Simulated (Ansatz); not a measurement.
Method: PBE (plane waves to 420 eV, PAW; Ansatz, a quantum-chemistry and plane-wave program).

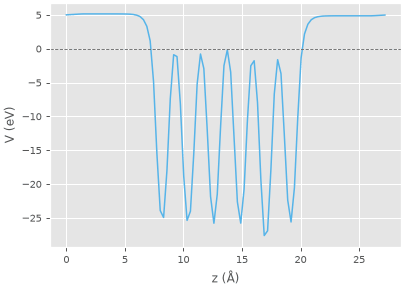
Figure. Electrostatic potential energy of an electron, averaged over planes parallel to the surface, in eV from the Fermi level, for a constructed model of the (111) surface of fcc Rh, a layer of Ru in place of the second plane (bottom of the slab: a bare face, its two planes held)

Slab: 6 atoms, 11.1 Å thick at the start with caps and adatoms (thin: gaps and levels are the slab's own); k 16x16x1, smearing 0.1 eV, dipole-corrected; 2 atoms held, the rest relaxed; held to the start's symmetry, so lower structures may exist; no spin, no spin-orbit, no U. In PBE it is, or lies within 0.01 eV a 1x1 cell of, the lowest of the 2 structures of its composition computed so far; subsurface sites and larger cells were not tried.

The vacuum level lies 4.86 eV above the Fermi level over the top face and 5.14 eV above it under the bottom face.
